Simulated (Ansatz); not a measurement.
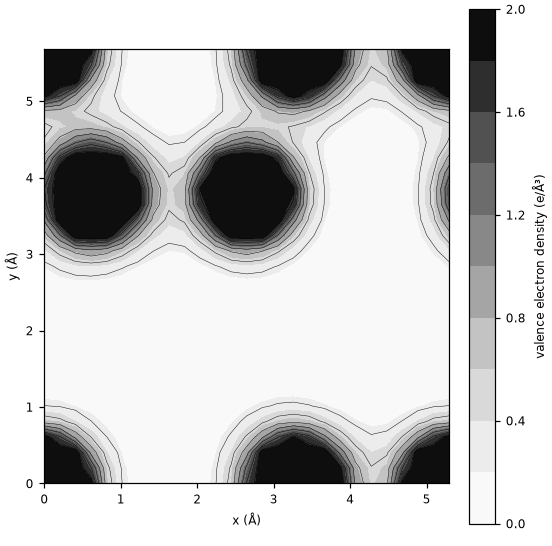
Valence electron density (e/Å³), cut off at 2 on a lattice plane, plane-wave PAW PBE (Ansatz code)

Q: Pick the material that matches.
A. K, bcc (W type)
B. ZnO, wurtzite
C. Ca, fcc (Cu type)
D. MgTe, wurtzite

A: B, ZnO, wurtzite. Atoms in the plane, in fractions of its two edges: Zn at (0.00, 0.00), Zn at (0.50, 0.67), O at (0.62, 0.00), O at (0.12, 0.67).

The density is the valence pseudo-density with augmentation charge, so density and ELF within about 1 Å of a nucleus are not all-electron values.

Space group P6_3mc (wurtzite). The cell was relaxed with PBE under the symmetry of its start; phonons on a q-mesh show no instability.

Potentials: the later of the program's two PAW sets.
